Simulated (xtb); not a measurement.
## Molecular dynamics, with input and output: CH₇AlN₂O

System: CH₇AlN₂O, SMILES C[O][Al]([NH2])[NH2].
Method: GFN1-xTB (xtb 6.7.1).

The run did not end well. The starting geometry was optimised with GFN1-xTB.

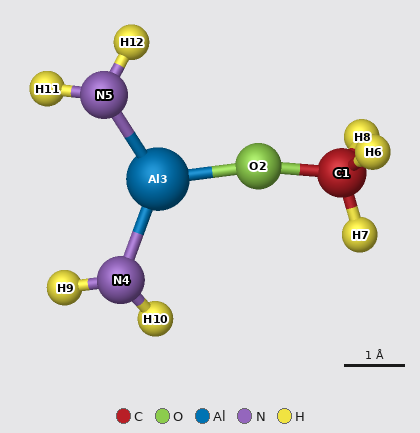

Fig. 1: The structure as given in the input (ball-and-stick view, seen at a tilt; atoms are numbered from 1 in the order of the input). Sticks mark near contacts. Bond lengths as drawn: Al–N 1.81 Å, Al–O 1.71 Å, C–H 1.10 Å, C–O 1.42 Å and H–N 1.01 Å.

### What the run reported

```csv
quantity,value
outcome,not converged
trajectory,"1 frames kept"
electrons treated,30
potential energy (last step),−18.363137 hartree
dispersion energy (last step),−0.003121 hartree
basis functions (last step),40
hardware,"1 thread of Intel Xeon @ 2.50GHz (Skylake/Cascade Lake), 189 GiB of memory available, shared host"
wall time,0.57 s
peak memory,0.073 GiB
```

### What went wrong

Settings chosen away from the usual ones: method = gfn1-xtb; task = md; geo = {"prev": "A"}; x = {"md_temperature": 200, "md_time": 0.2, "time_step": 4, "md_dump": 20, "hydrogen_mass": 1, "shake": 0, "nvt": "false"}. The run did not converge. Its last values are not results.

### Input file (start.xyz)
```
12

C     -1.78113     0.59830     1.29921
O     -0.70147     0.03660     0.56764
Al     0.60565    -0.25302    -0.49048
N      1.71514     1.13445    -0.85142
N      1.08255    -1.99318    -0.57527
H     -1.79531     0.19393     2.32039
H     -1.69928     1.69224     1.36698
H     -2.74235     0.35781     0.82425
H      2.26698     1.06214    -1.69839
H      1.25719     2.03866    -0.87578
H      1.55926    -2.28858    -1.41967
H      0.30967    -2.63424    -0.43365
```

### File detailed.inp
```
$chrg 0
$spin 0
$md
   temp=200
   time=0.2
   step=4
   dump=20
   hmass=1
   shake=0
   nvt=false
$end
```

Launched with:
```bash
xtb start.xyz --gfn 1 -I detailed.inp --md > start.out 2> xtb.err
```

### The program's output
```
* xtb version 6.7.1
   ID    Z sym.   atoms
    1    6 C      1
    2    8 O      2
    3   13 Al     3
    4    7 N      4, 5
    5    1 H      6-12

           -------------------------------------------------
          |                Calculation Setup                |
           -------------------------------------------------

          program call               : xtb start.xyz --gfn 1 -I detailed.inp --md
          coordinate file            : start.xyz
          omp threads                :                     1

           -------------------------------------------------
          |                 G F N 1 - x T B                 |
           -------------------------------------------------

      * Hamiltonian:
        H0-scaling (s, p, d)           1.850000    2.250000    2.000000
        zeta-weighting                 0.000000
      * Dispersion:
        s8                             2.400000
        a1                             0.630000
        a2                             5.000000
        s9                             0.000000
      * Repulsion:
        kExp                           1.500000
        rExp                           1.000000
      * Coulomb:
        alpha                          2.000000
        third order                    atomic
        anisotropic                    false
      * Halogen bond correction:
        rad-scale                      1.300000
        damping                        0.440000

          ...................................................
          :                      SETUP                      :
          :.................................................:
          :  # basis functions                  40          :
          :  # atomic orbitals                  39          :
          :  # shells                           25          :
          :  # electrons                        30          :
          :  # halogen bonds                     0          :
          :  max. iterations                   250          :
          :  Hamiltonian                  GFN1-xTB          :
          :  restarted?                      false          :
          :  GBSA solvation                  false          :
          :  PC potential                    false          :
          :  electronic temp.          300.0000000     K    :
          :  accuracy                    1.0000000          :
          :  -> integral cutoff          0.2500000E+02      :
          :  -> integral neglect         0.1000000E-07      :
          :  -> SCF convergence          0.1000000E-05 Eh   :
          :  -> wf. convergence          0.2000000E-04 e    :
          :  Broyden damping             0.4000000          :
          :  net charge                          0          :
          :  unpaired electrons                  0          :
          ...................................................

 iter      E             dE          RMSdq      gap      omega  full diag
   1    -18.4636982 -0.184637E+02  0.647E+00    3.50       0.0  T
   2    -18.5083993 -0.447010E-01  0.419E+00    4.21       1.0  T
   3    -18.5045154  0.388390E-02  0.117E+00    3.75       1.0  T
   4    -18.5125667 -0.805137E-02  0.267E-01    4.08       1.0  T
   5    -18.5129700 -0.403281E-03  0.232E-02    4.03       1.2  T
   6    -18.5129739 -0.390432E-05  0.805E-03    4.02       3.6  T
   7    -18.5129743 -0.387306E-06  0.111E-03    4.02      26.0  T
   8    -18.5129743 -0.299048E-08  0.610E-04    4.02      47.3  T
   9    -18.5129743 -0.340744E-09  0.983E-05    4.02     293.7  T
  10    -18.5129743 -0.331895E-10  0.258E-05    4.02    1120.7  T

   *** convergence criteria satisfied after 10 iterations ***

         #    Occupation            Energy/Eh            Energy/eV
      -------------------------------------------------------------
         1        2.0000           -0.7358301             -20.0230
       ...           ...                  ...                  ...
         9        2.0000           -0.5217047             -14.1963
        10        2.0000           -0.4924132             -13.3992
        11        2.0000           -0.4573179             -12.4443
        12        2.0000           -0.4409687             -11.9994
        13        2.0000           -0.4300977             -11.7036
        14        2.0000           -0.4071657             -11.0795
        15        2.0000           -0.3900630             -10.6142 (HOMO)
        16                         -0.2422253              -6.5913 (LUMO)
        17                         -0.1232271              -3.3532
        18                         -0.1074743              -2.9245
        19                         -0.1044377              -2.8419
        20                         -0.0877628              -2.3881
       ...                                ...                  ...
        39                          1.1120996              30.2618
      -------------------------------------------------------------
                  HL-Gap            0.1478378 Eh            4.0229 eV
             Fermi-level           -0.3161441 Eh           -8.6027 eV

 SCC (total)                   0 d,  0 h,  0 min,  0.027 sec
 SCC setup                      ...        0 min,  0.000 sec (  0.596%)
 Dispersion                     ...        0 min,  0.000 sec (  0.271%)
 classical contributions        ...        0 min,  0.000 sec (  0.132%)
 integral evaluation            ...        0 min,  0.007 sec ( 24.562%)
 iterations                     ...        0 min,  0.008 sec ( 27.998%)
 molecular gradient             ...        0 min,  0.012 sec ( 45.053%)
 printout                       ...        0 min,  0.000 sec (  1.169%)

         :::::::::::::::::::::::::::::::::::::::::::::::::::::
         ::                     SUMMARY                     ::
         :::::::::::::::::::::::::::::::::::::::::::::::::::::
         :: total energy             -18.363136549344 Eh    ::
         :: gradient norm              0.000061674937 Eh/a0 ::
         :: HOMO-LUMO gap              4.022870475531 eV    ::
         ::.................................................::
         :: SCC energy               -18.512974316722 Eh    ::
         :: -> electrostatic           0.091049911755 Eh    ::
         :: repulsion energy           0.152958529747 Eh    ::
         :: dispersion energy         -0.003120762369 Eh    ::
         :: halogen bond corr.         0.000000000000 Eh    ::
         :: add. restraining           0.000000000000 Eh    ::
         :: total charge               0.000000000000 e     ::
         :::::::::::::::::::::::::::::::::::::::::::::::::::::

           -------------------------------------------------
          |                Property Printout                |
           -------------------------------------------------

    * Orbital Energies and Occupations

         #    Occupation            Energy/Eh            Energy/eV
      -------------------------------------------------------------
         1        2.0000           -0.7358301             -20.0230
       ...           ...                  ...                  ...
         3        2.0000           -0.7167768             -19.5045
         4        2.0000           -0.6271670             -17.0661
         5        2.0000           -0.5559456             -15.1280
         6        2.0000           -0.5453183             -14.8389
         7        2.0000           -0.5446848             -14.8216
         8        2.0000           -0.5266779             -14.3316
         9        2.0000           -0.5217047             -14.1963
        10        2.0000           -0.4924132             -13.3992
        11        2.0000           -0.4573179             -12.4443
        12        2.0000           -0.4409687             -11.9994
        13        2.0000           -0.4300977             -11.7036
        14        2.0000           -0.4071657             -11.0795
        15        2.0000           -0.3900630             -10.6142 (HOMO)
        16                         -0.2422253              -6.5913 (LUMO)
        17                         -0.1232271              -3.3532
        18                         -0.1074743              -2.9245
        19                         -0.1044377              -2.8419
        20                         -0.0877628              -2.3881
        21                         -0.0736968              -2.0054
        22                         -0.0686160              -1.8671
        23                         -0.0421447              -1.1468
        24                          0.0146504               0.3987
        25                          0.0222866               0.6064
        26                          0.0418705               1.1394
       ...                                ...                  ...
        39                          1.1120996              30.2618
      -------------------------------------------------------------
                  HL-Gap            0.1478378 Eh            4.0229 eV
             Fermi-level           -0.3161441 Eh           -8.6027 eV

  Mulliken/CM5 charges         n(s)   n(p)   n(d)
     1C     0.19078  0.07410   0.963  2.847  0.000
     2O    -0.53144 -0.59684   1.620  4.912  0.000
     3Al    0.56008  0.62935   0.972  1.030  0.438
     4N    -0.53398 -0.94764   1.472  4.062  0.000
     5N    -0.52717 -0.94147   1.471  4.056  0.000
     6H     0.01487  0.07274   0.985  0.000  0.000
     7H     0.00904  0.06659   0.991  0.000  0.000
     8H     0.00864  0.06628   0.991  0.000  0.000
     9H     0.19820  0.38963   0.802  0.000  0.000
    10H     0.20526  0.39742   0.795  0.000  0.000
    11H     0.19755  0.38905   0.802  0.000  0.000
    12H     0.20817  0.40080   0.792  0.000  0.000

Wiberg/Mayer (AO) data.
largest (>0.10) Wiberg bond orders for each atom

 ---------------------------------------------------------------------------
     #   Z sym  total        # sym  WBO       # sym  WBO       # sym  WBO
 ---------------------------------------------------------------------------
     1   6 C    3.935 --     8 H    0.982     7 H    0.981     6 H    0.981
                             2 O    0.941
     2   8 O    2.138 --     3 Al   1.074     1 C    0.941
     3  13 Al   3.497 --     5 N    1.127     4 N    1.112     2 O    1.074
     4   7 N    3.109 --     3 Al   1.112     9 H    0.917    10 H    0.914
                             5 N    0.114
     5   7 N    3.115 --     3 Al   1.127    11 H    0.917    12 H    0.913
                             4 N    0.114
     6   1 H    1.013 --     1 C    0.981
     7   1 H    1.010 --     1 C    0.981
     8   1 H    1.013 --     1 C    0.982
     9   1 H    0.962 --     4 N    0.917
    10   1 H    0.960 --     4 N    0.914
    11   1 H    0.962 --     5 N    0.917
    12   1 H    0.959 --     5 N    0.913
 ---------------------------------------------------------------------------

Topologies differ in total number of bonds
Writing topology from bond orders to xtbtopo.mol

 dipole moment from electron density (au)
     X       Y       Z
  -0.4754   0.1533  -1.4335  total (Debye):    3.858

           -------------------------------------------------
          | TOTAL ENERGY              -18.363136549344 Eh   |
          | GRADIENT NORM               0.000061674937 Eh/α |
          | HOMO-LUMO GAP               4.022870475531 eV   |
           -------------------------------------------------
           -------------------------------------------------
          |               Molecular Dynamics                |
           -------------------------------------------------
 trajectories on xtb.trj or xtb.trj.<n>

 MD time /ps        :    0.20
 dt /fs             :    4.00
 SCC accuracy       :    2.00
 temperature /K     :  200.00
 max steps          :    50
 block length (av.) :  1250
 dumpstep(trj) /fs  :   20.00     5
 dumpstep(coords)/fs: 1000.00   250
 H atoms mass (amu) :     1
 # deg. of freedom  :    36
 SHAKE off
         time (ps)    <Epot>      Ekin   <T>   T     Etot       error
      0    0.00      0.00000   0.0627    0.    0.   -18.30043   -0.0000
  -16.917963601458297        67027.681228663816
 MD is unstable, emergency exit
 but still taking it as converged!
 average properties
 Epot               :  -13.603678349892871
 Epot (accurate SCC):                       NaN
 Ekin               :   1.0320400428490979
 Etot               :  -12.571638307043774
 T                  :   18105.154294612235
 normal exit of md()

------------------------------------------------------------------------
------------------------------------------------------------------------
 total:
 *  cpu-time:     0 d,  0 h,  0 min,  0.522 sec
 * ratio c/w:     0.995 speedup
 SCF:
 *  cpu-time:     0 d,  0 h,  0 min,  0.027 sec
 * ratio c/w:     0.994 speedup
 MD:
 *  cpu-time:     0 d,  0 h,  0 min,  0.477 sec
 * ratio c/w:     0.995 speedup
```

### Standard error
```
normal termination of xtb
```
